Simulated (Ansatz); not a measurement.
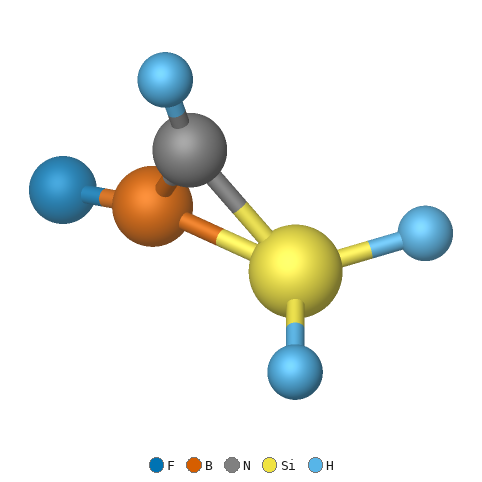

What does the picture show?

Formula BFH₃NSi. Its SMILES string is `FB1N[SiH2]1`. Independent rings (smallest set): 1 of 3 members. Among its groups: Si–H bond, Si–N bond. The point group is Cs. Coordination, clear cases only: 1 B T-shaped.

The parts below concern this one geometry. Atoms keep their numbers from picture to picture. The geometry was computed by an optimisation with PBE0-D4/def2-TZVP.

Shape

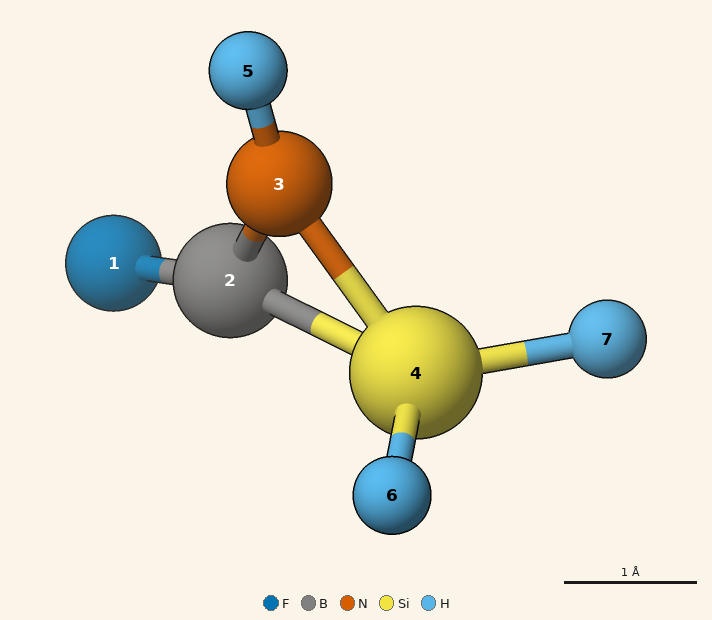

Numbered structure.

Give the bond lengths.

| bond | length (Å) | order |
| --- | --- | --- |
| F1–B2 | 1.318 | single |
| B2–N3 | 1.381 | single |
| B2–Si4 | 1.921 | single |
| N3–Si4 | 1.767 | single |
| N3–H5 | 1.009 | single |
| Si4–H6 | 1.486 | single |
| Si4–H7 | 1.486 | single |

Electronic properties

Method: RKS B3LYP-D4/def2-TZVPP (Ansatz 0.2.0).

What does the calculation give?

- dipole moment: 1.70 D
- HOMO energy (Kohn–Sham orbital): −7.19 eV
- LUMO energy (Kohn–Sham orbital): −0.72 eV
- HOMO–LUMO gap: 6.47 eV
- dispersion correction: −18.8 kJ/mol
- vertical ionisation energy: 9.75 eV

Charges

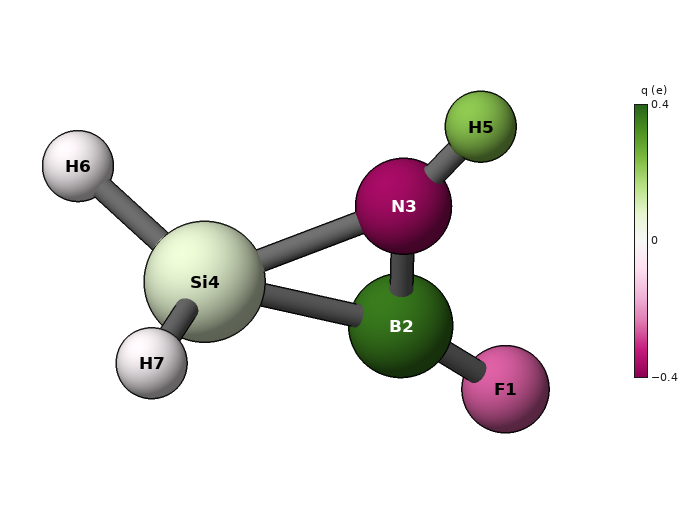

Atoms are coloured by their Mulliken charges. Level of theory: RKS PBE0-D4/def2-TZVP (Ansatz 0.2.0).

Give the Mulliken charges atom by atom.

```csv
atom,value (e)
F1,−0.26
B2,0.36
N3,−0.37
Si4,0.08
H5,0.22
H6,−0.02
H7,−0.02
```

Vibrations

Harmonic vibrations computed with RKS PBE0-D4/def2-TZVP (Ansatz 0.2.0) at a stationary point of the same level.

> How many vibrational modes are there, and where do they lie?

15 modes: 294, 339, 575, 582, 627, 667, 677, 745, 965, 1004, 1142, 1573, 2216, 2223, 3598 cm⁻¹.

Mulliken values depend strongly on the basis set and can even reverse the polarity of a bond.
